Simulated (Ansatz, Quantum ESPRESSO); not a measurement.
# Work function of Na(110), 5 layers, part 5 of 5

Wanted: work functions and the surface dipole of Na(110), 5 layers at several levels, with their cost.

Quantum ESPRESSO 7.5; plane-wave DFT, PBE, GBRV ultrasoft pseudopotentials; geometry and cross-check by Ansatz 0.2.0 with PAW datasets.

So far. Step 12 (Potential by pp.x): The upper face goes from 2.803 eV (PBE, GBRV) to 2.805 eV, a change of +0.002 eV. Step 14 (Electrostatic potential): The upper face goes from 2.803 eV (PBE, GBRV) to 2.802 eV, a change of -0.001 eV; the files are those of the first run, so only the cutoffs change.

**16. Self-consistent run, with ecutwfc = 26, ecutrho = 208 and K_POINTS = [11, 11, 1]**

A sensitivity test on the input.

Level of this step: plane-wave DFT, PBE, GBRV ultrasoft pseudopotentials (Quantum ESPRESSO 7.5).

Contents of scf.w0.in:

```
&control
  prefix = 'scf.w0'
  outdir = './out'
  pseudo_dir = './pseudo'
  calculation = 'scf'
  tprnfor = .true.
/
&system
  ibrav = 0
  nat = 5
  ntyp = 1
  ecutwfc = 26
  ecutrho = 208
  occupations = 'smearing'
  smearing = 'mv'
  degauss = 0.02
/
&electrons
  conv_thr = 1e-07
  mixing_beta = 0.4
  electron_maxstep = 120
  mixing_mode = 'local-TF'
/
ATOMIC_SPECIES
  Na  22.9898  na_pbe_v1.5.uspp.F.UPF
CELL_PARAMETERS angstrom
  2.99106168440000 -2.11500000000000 0.00000000000000
  2.99106168440000 2.11500000000000 0.00000000000000
  0.00000000000000 0.00000000000000 27.96424673770000
ATOMIC_POSITIONS crystal
  Na  0.000000000000 0.000000000000 0.291095657218
  Na  0.500000000000 0.500000000000 0.395428795596
  Na  0.000000000000 0.000000000000 0.500000000000
  Na  0.500000000000 0.500000000000 0.604571219207
  Na  0.000000000000 0.000000000000 0.708904366260
K_POINTS automatic
  11 11 1 0 0 0
```

On the command line:

```bash
$ OMP_NUM_THREADS=1 mpirun -n 4 pw.x -nk 4 -in scf.w0.in > scf.w0.out
```

Log:

```text
[banner, memory and clock lines left out]
Program PWSCF v.7.5 starts
[citation notice left out]

[...]
Message from routine setup:
[...]
bravais-lattice index     =            0
     lattice parameter (alat)  =       6.9226  a.u.
     unit-cell volume          =    2387.6214 (a.u.)^3
     number of atoms/cell      =            5
     number of atomic types    =            1
     number of electrons       =        45.00
     number of Kohn-Sham states=           28
     kinetic-energy cutoff     =      26.0000  Ry
     charge density cutoff     =     208.0000  Ry
     scf convergence threshold =      1.0E-07
     mixing beta               =       0.4000
     number of iterations used =            8  local-TF  mixing
     Exchange-correlation=  SLA  PW   PBX  PBC
                           (   1   4   3   4   0   0   0)

[...]
PseudoPot. # 1 for Na read from file:
     ./pseudo/na_pbe_v1.5.uspp.F.UPF
     Pseudo is Ultrasoft, Zval =  9.0
     Generated by new atomic code, or converted to UPF format
     Using radial grid of  819 points,  5 beta functions with:
                l(1) =   0
                l(2) =   0
                l(3) =   1
                l(4) =   1
                l(5) =   2
     Q(r) pseudized with  8 coefficients,  rinner =    1.250   1.250   1.250
                                                       1.250   1.250

     atomic species   valence    mass     pseudopotential
     Na                9.00    22.98980     Na( 1.00)

      8 Sym. Ops., with inversion, found

[...]
number of k points=    36  Marzari-Vanderbilt smearing, width (Ry)=  0.0200
[...]
Dense  grid:   120845 G-vectors     FFT dimensions: (  32,  32, 243)

     Smooth grid:    42789 G-vectors     FFT dimensions: (  24,  24, 180)

     Initial potential from superposition of free atoms

     starting charge      44.9685, renormalised to      45.0000

     negative rho (up, down):  2.254E-04 0.000E+00
     Starting wfcs are   25 randomized atomic wfcs +    3 random wfcs

     per-process dynamical memory:    80.9 Mb

     Self-consistent Calculation

     iteration #  1     ecut=    26.00 Ry     beta= 0.40
     Davidson diagonalization with overlap
     ethr =  1.00E-02,  avg # of iterations =  7.6

     Threshold (ethr) on eigenvalues was too large:
     Diagonalizing with lowered threshold

     Davidson diagonalization with overlap
     ethr =  2.90E-04,  avg # of iterations =  4.2

     negative rho (up, down):  6.526E-08 0.000E+00

     total energy              =    -476.50001001 Ry
     estimated scf accuracy    <       0.13225096 Ry

     iteration #  2     ecut=    26.00 Ry     beta= 0.40
[...]
total energy              =    -476.48532169 Ry
     estimated scf accuracy    <       0.08270193 Ry

     iteration #  3     ecut=    26.00 Ry     beta= 0.40
[...]
total energy              =    -476.49113205 Ry
     estimated scf accuracy    <       0.00568143 Ry

     iteration #  4     ecut=    26.00 Ry     beta= 0.40
[...]
total energy              =    -476.49180486 Ry
     estimated scf accuracy    <       0.00318381 Ry

     iteration #  5     ecut=    26.00 Ry     beta= 0.40
[...]
negative rho (up, down):  5.508E-05 0.000E+00

[...]
total energy              =    -476.49158827 Ry
     estimated scf accuracy    <       0.00393238 Ry

     iteration #  6     ecut=    26.00 Ry     beta= 0.40
[...]
negative rho (up, down):  8.380E-05 0.000E+00

[...]
total energy              =    -476.49134688 Ry
     estimated scf accuracy    <       0.00360193 Ry

[...]
iteration #  9     ecut=    26.00 Ry     beta= 0.40
[...]
negative rho (up, down):  1.650E-04 0.000E+00

[...]
total energy              =    -476.49135037 Ry
     estimated scf accuracy    <       0.00001847 Ry

     iteration # 10     ecut=    26.00 Ry     beta= 0.40
[...]
negative rho (up, down):  1.302E-04 0.000E+00

[...]
total energy              =    -476.49134331 Ry
     estimated scf accuracy    <       0.00006344 Ry

     iteration # 11     ecut=    26.00 Ry     beta= 0.40
[...]
negative rho (up, down):  2.083E-05 0.000E+00

[...]
total energy              =    -476.49134866 Ry
     estimated scf accuracy    <       0.00000318 Ry

     iteration # 12     ecut=    26.00 Ry     beta= 0.40
[...]
negative rho (up, down):  1.946E-08 0.000E+00

[...]
End of self-consistent calculation

          k = 0.0000 0.0000 0.0000 (  5387 PWs)   bands (ev):

   -53.8277 -53.8271 -53.6467 -53.6200 -53.6199 -25.6868 -25.6821 -25.6711
   -25.6668 -25.6667 -25.6642 -25.4976 -25.4928 -25.4892 -25.4741 -25.4677
   -25.4677 -25.4676 -25.4657 -25.4585  -3.5983  -3.1997  -2.5477  -1.6485
    -0.5884   0.3338   1.5347   2.3938

          k = 0.0557 0.0787 0.0000 (  5375 PWs)   bands (ev):

   -53.8270 -53.8268 -53.6461 -53.6197 -53.6194 -25.6876 -25.6847 -25.6680
   -25.6679 -25.6626 -25.6622 -25.4972 -25.4950 -25.4867 -25.4712 -25.4706
   -25.4681 -25.4680 -25.4588 -25.4587  -3.4909  -3.0930  -2.4420  -1.5440
    -0.4855   0.4318   1.6369   2.4954

[...]
the Fermi energy is    -0.4272 ev

!    total energy              =    -476.49134907 Ry
     estimated scf accuracy    <       0.00000010 Ry
     smearing contrib. (-TS)   =       0.00032476 Ry
     internal energy E=F+TS    =    -476.49167383 Ry

     The total energy is F=E-TS. E is the sum of the following terms:
     one-electron contribution =   -1616.66137691 Ry
     hartree contribution      =     806.49031748 Ry
     xc contribution           =     -71.40344109 Ry
     ewald contribution        =     405.08282668 Ry

     convergence has been achieved in  12 iterations

     Forces acting on atoms (cartesian axes, Ry/au):

     atom    1 type  1   force =     0.00000000    0.00000000    0.00037064
     atom    2 type  1   force =     0.00000000    0.00000000   -0.00067075
     atom    3 type  1   force =     0.00000000    0.00000000    0.00000000
     atom    4 type  1   force =     0.00000000    0.00000000    0.00067075
     atom    5 type  1   force =     0.00000000    0.00000000   -0.00037064

     Total force =     0.001084     Total SCF correction =     0.000802
     SCF correction compared to forces is large: reduce conv_thr to get better values

[...]
```

It took 32 s on 4 MPI ranks of Arm Neoverse V2, shared host; peak memory 0.49 GiB; 2.1 min of CPU time.

The changed values were drawn from a wide range, not chosen for quality; the comparison shows what they did here together.

Beside the run it was changed from:

```csv
quantity,this run,unchanged run,difference
free energy (eV),-6482.995,-6485.873,2.9
wall time (s),32,42,
SCF iterations,12,13,
```

The free energy moves by +5.8e+02 meV an atom.

**17. Electrostatic potential**

The follow-up step for that run.

Contents of scf.w0.pot.in:

```
&inputpp
  prefix = 'scf.w0'
  outdir = './out'
  filplot = 'scf.w0.pot.dat'
  plot_num = 11
/
```

On the command line:

```bash
$ OMP_NUM_THREADS=1 mpirun -n 4 pp.x -in scf.w0.pot.in > scf.w0.pot.out
```

Run time: 0.81 s. Hardware: 4 MPI ranks; peak memory 0.14 GiB.

Beside the run it was changed from:

```csv
quantity,this run,unchanged run,difference
work function of the upper face (eV),2.807,2.803,0.0038
work function of the lower face (eV),2.807,2.803,0.0040
"upper vacuum line continued to the top atoms, over the Fermi level (eV)",2.792,2.792,1.5e-4
"lower vacuum line continued to the bottom atoms, over the Fermi level (eV)",2.795,2.795,-3.1e-4
wall time (s),0.81,0.82,
```

Levels move by up to 4 meV, which is small.

**18. By hand**

In the first self-consistent run, on its own zero, the Fermi level is -0.426 eV and the upper vacuum level 2.376 eV: φ = 2.376 − (-0.426) = 2.802 eV.

**19. What came out**

| Quantity | Value |
| --- | --- |
| work function of the upper face, PBE, GBRV | 2.80 eV |
| work function of the lower face, PBE, GBRV | 2.80 eV |
| upper face by ESM | 2.80 eV |
| upper face by Ansatz | 2.83 eV |

What this shows: At the first level (PBE, GBRV ultrasoft) the work function comes to 2.80 eV on both faces. ESM differs from the periodic treatment by -1 meV on the upper face and -1 meV on the lower. Over the levels tried the upper face spans 2.80 eV (QE PBE GBRV, ESM bc1) to 2.83 eV (Ansatz PBE PAW, sawtooth). Quantum ESPRESSO and Ansatz give 2.80 and 2.83 eV for the upper face, which agree. Ansatz ran with Fermi-Dirac smearing of 0.1 eV against cold smearing of 0.02 Ry, which alone can move a level by some tens of meV. With 8×8 points and so few layers the values hold to some 0.05 to 0.1 eV. The slab is cut at a tabulated measured bulk lattice constant, given to two decimals, at low temperature.

Calculation against experiment:

| quantity | measured | QE PBE GBRV | QE PBE GBRV, ESM bc1 | QE PBEsol PseudoDojo | QE Wu-Cohen GBRV | QE PBE SSSP efficiency | Ansatz PBE PAW |
| --- | --- | --- | --- | --- | --- | --- | --- |
| work function, loosely compared (polycrystalline sample, no single face) (eV) | 2.75 | 2.80 (+0.05 eV) | 2.80 (+0.05 eV) | 2.82 (+0.07 eV) | 2.80 (+0.05 eV) | 2.80 (+0.05 eV) | 2.83 (+0.08 eV) |

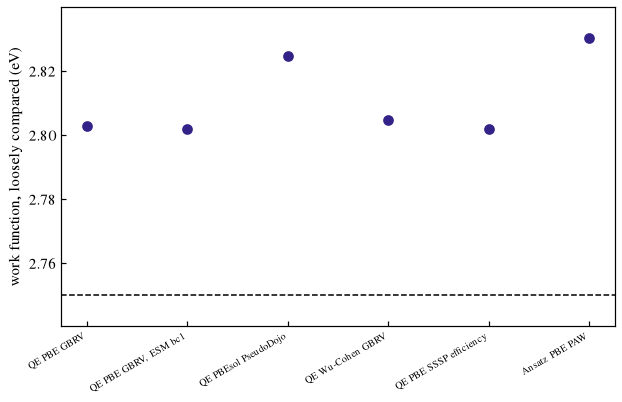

The work function, loosely compared by level; the dashed line is the measured value.

Measured values from arxiv:1902.07811 (2019).

Verdict: For the work function, set beside that of the polycrystal,, of the levels listed nearest comes QE PBE GBRV, ESM bc1 (+0.05 eV) and farthest Ansatz PBE PAW (+0.08 eV). A polycrystal averages over faces, so this is a loose comparison.

[Logs are printed without paths, hosts, clocks, repeated set-up lines and the standing remarks that a program may print on its own settings, such as how far it seeks lower states.]

[Hosts, paths, dates, database ids (printed as entryN), source tags and the programs' standing remarks are cut or masked in the printed files.]

[Maps of the electrostatic potential energy from Ansatz leave out the sawtooth potential of an applied field or a dipole correction, so their vacuum need not be flat; planar profiles and work functions include it.]
